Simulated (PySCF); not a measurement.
# SH (doublet): what the fields show

```xyz
2

H     0.0000    0.0000   -1.3049
S     0.0000    0.0000    0.0411
```

All numbers below come from PBE0/x2c-TZVPPall, spin-free X2C-1e, Gaussian nucleus, at a bond length of 1.346 Å (PySCF).

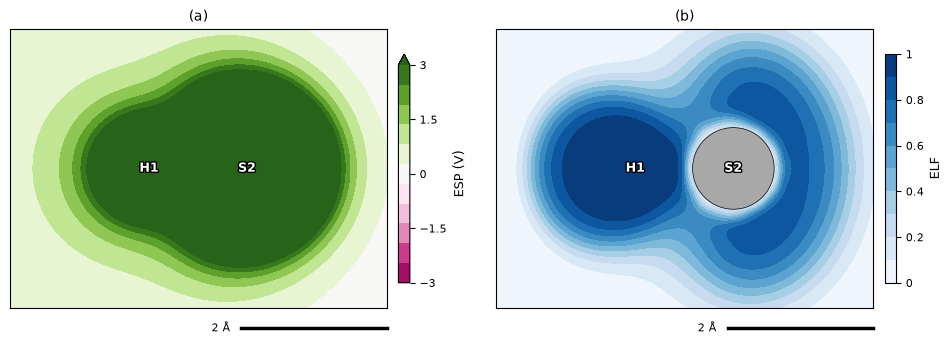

Figure 1. (a) electrostatic potential; (b) electron localisation function on a plane that holds the molecular axis. Grey discs cover the atomic cores in the ELF map.

Question: Read the bonding off the picture.

Answer: The section cuts through H and S sites.
S–H (1.35 Å): the ELF climbs to about 1 towards the hydrogen, as it does in any bond to H.
The ELF also peaks beside S2, away from the bonds: non-bonding electrons, paired or unpaired.
The potential has no marked negative region in this plane.

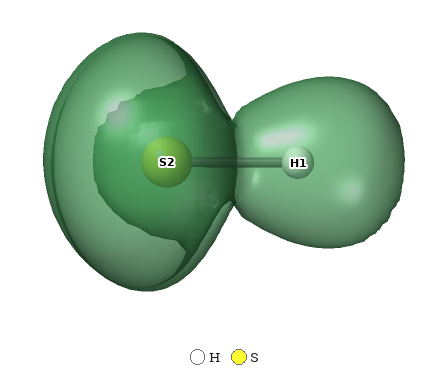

Figure 2. Isosurface of the ELF at 0.75 (green), seen from one side. Core shells and regions of very low density are left out.

Question: Identify the bonds, lone pairs and shells in this picture.

Answer: The ELF exceeds this value in one region wrapped around S (its lone pairs, merged into a ring or cap).

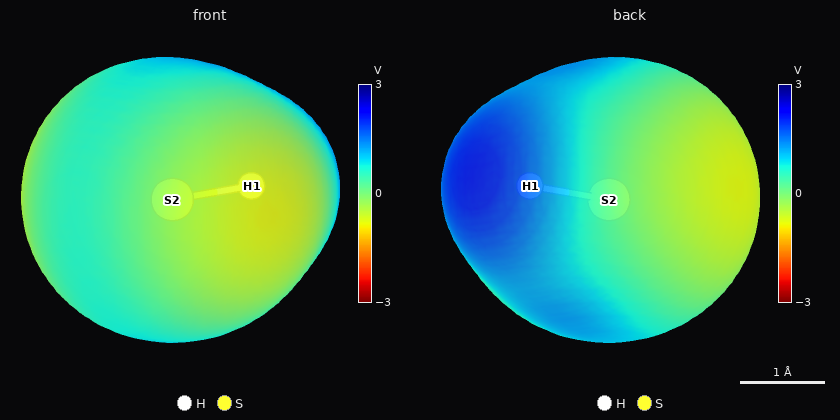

Figure 3. The molecular electrostatic potential painted on the density surface at 0.004 e/bohr³, seen from the front and from behind; red is negative and blue positive.

Question: Describe the electrostatic potential map.

Answer: The most negative region (about −0.8 V) lies over S2, the most positive (about +2.1 V) over H1.
